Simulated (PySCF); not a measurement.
# A workflow on C2H5FO (SMILES CC(O)F)

Aim: a structure relaxation (B97-3/STO-6G), then the harmonic vibrations, then a single-point energy (HCTH407/cc-pVTZ-DK), then the excited states (TD-TPSSh/LANL2DZ) of C2H5FO. The job is set up through a Python script.

The calculation is run with PySCF 2.14.0.

### 1 The structure to begin with

C2H5FO: 9 atoms, total charge 0, spin state singlet. SMILES: `CC(O)F`. Geometry: a rough force-field guess. The run starts from this shape.

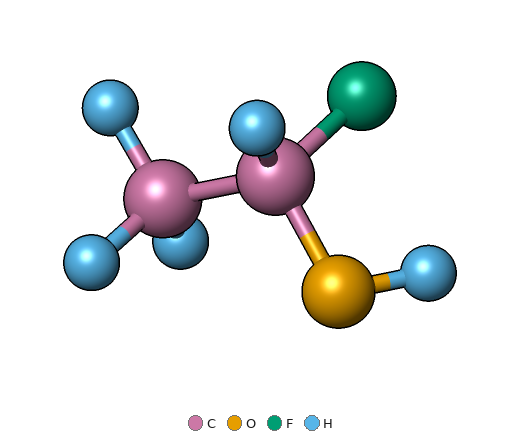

Viewed from a chosen angle; carbon pink, oxygen amber, fluorine teal, hydrogen blue.

### 2 A geometry optimisation at B97-3/STO-6G (C-PCM acetonitrile, max memory mb 1860) (run 1)

Contents of job.py:

```python
# CC(O)F
from pyscf import gto, dft, solvent
from pyscf.geomopt.geometric_solver import kernel as optimise

mol = gto.M(
    atom=[
    ('C', (-0.736800, -0.082700, -0.627500)),
    ('C', (0.418800, 0.301900, 0.197600)),
    ('O', (0.288500, -0.285800, 1.459700)),
    ('F', (1.606000, -0.224500, -0.363700)),
    ('H', (-0.890700, -1.131000, -0.749000)),
    ('H', (-1.702100, 0.360300, -0.181100)),
    ('H', (-0.659800, 0.376700, -1.643600)),
    ('H', (0.603900, 1.400900, 0.293100)),
    ('H', (1.160700, -0.762100, 1.597500)),
],
    cart=True,
    charge=0,
    basis='sto-6g',
    verbose=4,
    spin=0,
    max_memory=1860,
)

mf = dft.RKS(mol)
mf.xc = 'b97-3'
mf = mf.PCM()
mf.with_solvent.method = 'C-PCM'
mf.with_solvent.eps = 35.688  # acetonitrile
converged, mol_eq = optimise(mf, maxsteps=100)
print('converged:', converged)
print(mol_eq.tostring())

mf.reset(mol_eq)
mol = mol_eq
mf.kernel()
etot = mf.e_tot
print('E(%s) = %.9f' % ('B97-3', etot))
```

Started as:

```sh
$ OMP_NUM_THREADS=1 python job.py
```

The program printed:

```text
PySCF version 2.14.0

[... 177 lines left out ...]
Solvent Energy = -0.00405407697432764
[... 173 lines left out ...]
Solvent Energy = -0.00396737124356707
[... 118 lines left out ...]
Solvent Energy = -0.003985903380464
[... 116 lines left out ...]
converged SCF energy = -253.20513669628
[... 179 lines left out ...]
Solvent Energy = -0.00440943057147576
[... 118 lines left out ...]
Solvent Energy = -0.00460371866362058
[... 172 lines left out ...]
WARN: PCM is an experimental feature. It is still in testing.
[... 123 lines left out ...]
Solvent Energy = -0.00488358214442436
[... 177 lines left out ...]
Solvent Energy = -0.00488318081119554
[... 172 lines left out ...]
WARN: PCM is an experimental feature. It is still in testing.
[... 123 lines left out ...]
Solvent Energy = -0.00489549986909348
[... 102 lines left out ...]
converged SCF energy = -253.207368856965
E(B97-3) = -253.207368857
```

Run time: 3.8 min. Hardware: 1 thread of Arm Neoverse V2, shared host; peak memory 0.39 GiB.

The path in brief:

```
step  energy from the first frame kept (eV)  largest force (eV/Å)
   0                                 0.0000                5.9261
   1                                -0.4100                0.9890
   2                                -0.4461                0.1831
   3                                -0.4522                0.1159
   4                                -0.4771                1.0906
   5                                -0.4679                1.9141
   6                                -0.5122                0.9313
   7                                -0.5289                0.4712
   8                                -0.5367                0.1101
   9                                -0.5372                0.0322
  10                                -0.5373                0.0069
  11                                -0.5374                0.0118
  12                                -0.5377                0.0283
  13                                -0.5378                0.0225
  14                                -0.5378                0.0068
  15                                -0.5378                0.0013
```

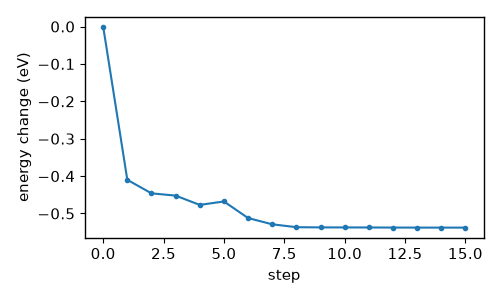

Energy along the run.

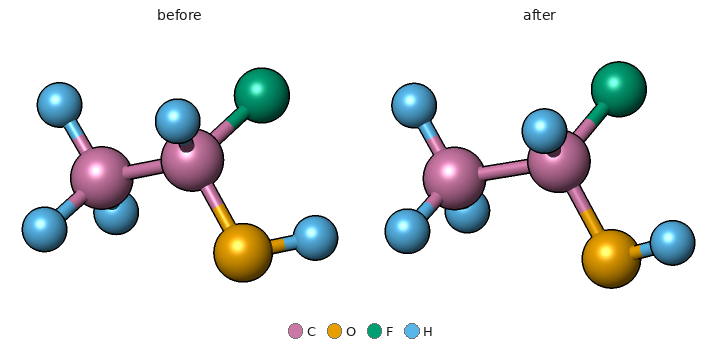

Before and after, at one scale.

After the run. Bond lengths: C1–C2 1.565 Å, C2–O3 1.451 Å, C2–F4 1.405 Å, C1–H5 1.094 Å, C1–H6 1.094 Å, C1–H7 1.094 Å, C2–H8 1.124 Å, O3–H9 1.018 Å. Some angles: C1–C2–O3 107.5°, C1–C2–F4 110.9°, O3–C2–F4 109.9°, C1–C2–H8 109.4°, O3–C2–H8 111.2°, F4–C2–H8 108.0°, C2–C1–H5 110.2°, C2–C1–H6 109.6°, C2–C1–H7 109.7°, C2–O3–H9 102.1°.

### 3 The harmonic vibrations at B97-3/STO-6G (C-PCM acetonitrile, max memory mb 1860) (run 2)

Contents of job.py:

```python
import numpy
from pyscf import gto, dft, solvent, symm
from pyscf.hessian import thermo

mol = gto.M(
    atom=[
    ('C', (-1.285614, 0.141129, -0.778023)),
    ('C', (0.006479, 0.364391, 0.075502)),
    ('O', (-0.149709, -0.385475, 1.308405)),
    ('F', (1.146162, -0.082644, -0.614559)),
    ('H', (-1.442770, -0.927371, -0.953750)),
    ('H', (-2.150553, 0.548762, -0.246612)),
    ('H', (-1.185823, 0.652946, -1.739968)),
    ('H', (0.133301, 1.461957, 0.281651)),
    ('H', (0.660792, -0.083614, 1.844852)),
],
    max_memory=1860,
    charge=0,
    verbose=4,
    spin=0,
    basis='sto-6g',
    cart=True,
)

myscf = dft.RKS(mol)
myscf.xc = 'b97-3'
myscf = myscf.PCM()
myscf.with_solvent.method = 'C-PCM'
myscf.with_solvent.eps = 35.688  # acetonitrile
myscf.kernel()

e_tot = myscf.e_tot
print('E(%s) = %.9f' % ('B97-3', e_tot))
hess = myscf.Hessian().kernel()
modes = thermo.harmonic_analysis(mol, hess)
print('frequencies (1/cm)', numpy.round(modes['freq_wavenumber'], 1))
symm.geom.TOLERANCE = 1e-3  # for the symmetry number
th = thermo.thermo(myscf, modes['freq_au'], 200, 101325)
thermo.dump_thermo(mol, th)
```

Started as:

```sh
$ OMP_NUM_THREADS=1 python job.py
```

The program printed:

```text
PySCF version 2.14.0

[... 53 lines left out ...]
WARN: PCM is an experimental feature. It is still in testing.
[... 9 lines left out ...]
Solvent Energy = -0.0131717419657599
[... 3 lines left out ...]
Solvent Energy = -0.0157681389537163
[... 3 lines left out ...]
Solvent Energy = -0.00189001040362547
[... 3 lines left out ...]
Solvent Energy = -0.00459601284064748
[... 3 lines left out ...]
Solvent Energy = -0.0049270587646582
[... 3 lines left out ...]
Solvent Energy = -0.00489992588077967
[... 3 lines left out ...]
Solvent Energy = -0.00489436014425738
[... 3 lines left out ...]
Solvent Energy = -0.00489563276514789
[... 3 lines left out ...]
Solvent Energy = -0.00489547582412162
[... 3 lines left out ...]
Solvent Energy = -0.00489553485707009
[... 1 line left out ...]
converged SCF energy = -253.20736885699
[... 18 lines left out ...]
Gibbs free energy [Eh] -253.14649
```

It took 1.9 min on 1 thread of Arm Neoverse V2, shared host; peak memory 0.53 GiB.

### 4 The energy at HCTH407/cc-pVTZ-DK (sfX2C, density fitting with aug-cc-pvtz-jkfit, COSMO dimethylsulfoxide, max memory mb 1860) (run 3)

Contents of job.py:

```python
# CC(O)F
from pyscf import gto, dft, solvent

mol = gto.M(
    atom='''
C     -0.784857    -0.063665    -0.690072
C      0.507236     0.159597     0.163453
O      0.351048    -0.590269     1.396356
F      1.646919    -0.287438    -0.526608
H     -0.942013    -1.132165    -0.865799
H     -1.649796     0.343968    -0.158661
H     -0.685066     0.448152    -1.652017
H      0.634058     1.257163     0.369602
H      1.161549    -0.288408     1.932803
''',
    verbose=4,
    basis='cc-pvtz-dk',
    max_memory=1860,
)

ks = dft.RKS(mol, xc='hcth407')
ks = ks.sfx2c1e()
ks = ks.density_fit(auxbasis='aug-cc-pvtz-jkfit')
ks = ks.PCM()
ks.with_solvent.method = 'COSMO'
ks.with_solvent.eps = 46.826  # dimethylsulfoxide
ks.kernel()

e_tot = ks.e_tot
print('Final energy', e_tot)
dip = ks.dip_moment()
pop, q = ks.mulliken_pop()
```

Started as:

```sh
$ OMP_NUM_THREADS=1 python job.py
```

The program printed:

```text
PySCF version 2.14.0

[... 65 lines left out ...]
Solvent Energy = -0.000244326062047239
[... 7 lines left out ...]
Solvent Energy = -0.00394821385681449
[... 7 lines left out ...]
Solvent Energy = -0.00979971710177123
[... 7 lines left out ...]
Solvent Energy = -0.00956383743921139
[... 7 lines left out ...]
Solvent Energy = -0.00959119382062412
[... 7 lines left out ...]
Solvent Energy = -0.00958965070691078
[... 5 lines left out ...]
converged SCF energy = -254.519746266575
[... 1 line left out ...]
Dipole moment(X, Y, Z, Debye): -0.32428,  1.87315,  0.62822
[... 161 lines left out ...]
pop of  6 H 3dxz          0.00089
pop of  6 H 3dx2-y2       0.00020
pop of  7 H 1s            0.27381
pop of  7 H 2s            0.50045
pop of  7 H 3s            0.15456
pop of  7 H 2px           0.00082
pop of  7 H 2py           0.00599
pop of  7 H 2pz           0.00096
pop of  7 H 3px           0.00791
pop of  7 H 3py           0.01009
pop of  7 H 3pz           0.00783
pop of  7 H 3dxy          0.00081
pop of  7 H 3dyz          0.00086
pop of  7 H 3dz^2         0.00029
pop of  7 H 3dxz          0.00012
pop of  7 H 3dx2-y2       0.00082
pop of  8 H 1s            0.24658
pop of  8 H 2s            0.34398
pop of  8 H 3s            0.06456
pop of  8 H 2px           0.00756
pop of  8 H 2py           0.00391
pop of  8 H 2pz           0.00504
pop of  8 H 3px           0.01907
pop of  8 H 3py           0.01865
pop of  8 H 3pz           0.01528
pop of  8 H 3dxy          0.00137
pop of  8 H 3dyz          0.00084
pop of  8 H 3dz^2         0.00109
pop of  8 H 3dxz          0.00115
pop of  8 H 3dx2-y2       0.00163
 ** Mulliken atomic charges  **
charge of    0C =     -0.34691
charge of    1C =      0.28569
charge of    2O =     -0.37877
charge of    3F =     -0.23231
charge of    4H =      0.11529
charge of    5H =      0.12645
charge of    6H =      0.12660
charge of    7H =      0.03468
charge of    8H =      0.26928
```

Wall time 50 s (1 thread of Arm Neoverse V2, shared host); peak memory 0.71 GiB.

### 5 The excited states at TD-TPSSh/LANL2DZ (density fitting with cc-pvqz-jkfit, max memory mb 1860, spin of roots singlet) (run 4)

Contents of run.py:

```python
from pyscf import gto, dft, tdscf

mol = gto.Mole()
mol.atom = [
    ('C', (-0.784857, -0.063665, -0.690072)),
    ('C', (0.507236, 0.159597, 0.163453)),
    ('O', (0.351048, -0.590269, 1.396356)),
    ('F', (1.646919, -0.287438, -0.526608)),
    ('H', (-0.942013, -1.132165, -0.865799)),
    ('H', (-1.649796, 0.343968, -0.158661)),
    ('H', (-0.685066, 0.448152, -1.652017)),
    ('H', (0.634058, 1.257163, 0.369602)),
    ('H', (1.161549, -0.288408, 1.932803)),
]
mol.max_memory = 1860
mol.verbose = 4
mol.spin = 0
mol.basis = 'lanl2dz'
mol.build()

mf = dft.RKS(mol)
mf.xc = 'tpssh'
mf = mf.density_fit(auxbasis='cc-pvqz-jkfit')
mf.kernel()

e_tot = mf.e_tot
print('Final energy', e_tot)

td = mf.TDDFT()
td.nstates = 6
td.kernel()
td.analyze()
roots = td.e * 27.211386
osc = td.oscillator_strength()
print('state   eV      nm      f')
for i, (w, f) in enumerate(zip(roots, osc), 1):
    print('%3d %9.4f %8.1f %9.5f' % (i, w, 1239.842 / w, f))
```

Started as:

```sh
$ OMP_NUM_THREADS=1 python run.py
```

The program printed:

```text
PySCF version 2.14.0

[... 77 lines left out ...]
converged SCF energy = -254.277375469968
Final energy -254.27737546996835
[... 29 lines left out ...]
** Transition electric dipole moments (AU) **
[... 8 lines left out ...]
** Transition velocity dipole moments (imaginary part, AU) **
state          X           Y           Z        Dip. S.      Osc.
  1        -0.0352      0.0316      0.0257      0.0029      0.0062
  2        -0.0652      0.0017     -0.0073      0.0043      0.0082
  3         0.0195      0.0414     -0.0039      0.0021      0.0038
  4        -0.0396     -0.0403      0.0968      0.0126      0.0221
  5        -0.0112     -0.1150     -0.0252      0.0140      0.0238
  6        -0.0591     -0.0618      0.0120      0.0075      0.0124

** Transition magnetic dipole moments (imaginary part, AU) **
state          X           Y           Z
  1         0.4339      0.1736     -0.3843
  2        -0.4384      0.5502      0.4980
  3        -0.1081     -0.2146     -0.2973
  4        -0.3585      0.5362     -0.3467
  5         0.0218      0.2461     -0.0978
  6         0.2347     -0.1443      0.2555
state   eV      nm      f
  1    8.5196    145.5   0.00471
  2    9.5029    130.5   0.00684
  3   10.0618    123.2   0.00184
  4   10.3242    120.1   0.03131
  5   10.6600    116.3   0.02388
  6   10.8820    113.9   0.01482
```

Wall time 2.6 min (1 thread of Arm Neoverse V2, shared host); peak memory 0.48 GiB.

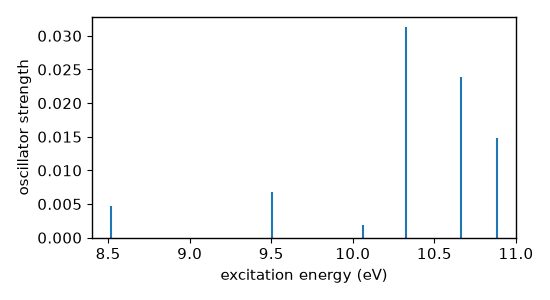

Vertical excitations as sticks.

The roots found:

```
excited state  energy (eV)  strength
            1        8.520    0.0047
            2        9.503    0.0068
            3       10.062    0.0018
            4       10.324    0.0313
            5       10.660    0.0239
            6       10.882    0.0148
```

### 6 Results

| quantity | value |
| --- | --- |
| run 1, B97-3/STO-6G: total energy at the end | -253.20737 Eh |
| run 1, B97-3/STO-6G: dipole moment | 1.33 D |
| run 1, B97-3/STO-6G: HOMO energy | -4.99 eV |
| run 1, B97-3/STO-6G: LUMO energy | 8.40 eV |
| run 1, B97-3/STO-6G: HOMO–LUMO gap | 13.40 eV |
| run 1, B97-3/STO-6G: solvent term in the energy | -12.9 kJ/mol |
| run 2, B97-3/STO-6G: lowest harmonic wavenumber | 167 cm⁻¹ |
| run 2, B97-3/STO-6G: highest harmonic wavenumber | 3750 cm⁻¹ |
| run 2, B97-3/STO-6G: zero-point energy | 204.0 kJ/mol |
| run 2, B97-3/STO-6G: ideal-gas entropy at 200 K (symmetry number 1 as used) | 63.1 cal/(mol K) |
| run 3, HCTH407/cc-pVTZ-DK: total energy | -254.51975 Eh |
| run 3, HCTH407/cc-pVTZ-DK: dipole moment | 2.00 D |
| run 3, HCTH407/cc-pVTZ-DK: HOMO energy | -7.17 eV |
| run 3, HCTH407/cc-pVTZ-DK: LUMO energy | 0.25 eV |
| run 3, HCTH407/cc-pVTZ-DK: HOMO–LUMO gap | 7.42 eV |
| run 3, HCTH407/cc-pVTZ-DK: solvent term in the energy | -25.2 kJ/mol |
| run 4, TD-TPSSh/LANL2DZ: ground-state or mean-field energy | -254.27738 Eh |
| run 4, TD-TPSSh/LANL2DZ: dipole moment (TPSSh Kohn–Sham density) | 2.10 D |
| run 4, TD-TPSSh/LANL2DZ: HOMO energy (TPSSh Kohn–Sham orbitals) | -7.85 eV |
| run 4, TD-TPSSh/LANL2DZ: LUMO energy (TPSSh Kohn–Sham orbitals) | 1.42 eV |
| run 4, TD-TPSSh/LANL2DZ: HOMO–LUMO gap (TPSSh Kohn–Sham orbitals) | 9.27 eV |
| run 4, TD-TPSSh/LANL2DZ: lowest singlet excitation energy | 8.52 eV |

**Reading.** The optimisation (run 1, B97-3/STO-6G) took 15 steps and changed the energy by -0.538 eV. All 21 modes are real, so the shape is a minimum at this level. Mulliken charges (run 2, B97-3/STO-6G) run from -0.28 on O3 to +0.20 on H9. The brightest of the 6 transitions from the ground state lies at 10.32 eV (120 nm, f = 0.031); the lowest, at 8.52 eV, has f = 0.005. Roots above 7.9 eV lie over the negative of the HOMO energy, where a finite basis gives discretised continuum or poorly described Rydberg states. Mulliken charges (run 4, TD-TPSSh/LANL2DZ) of the mean-field density run from -0.60 on C1 to +0.37 on H9.
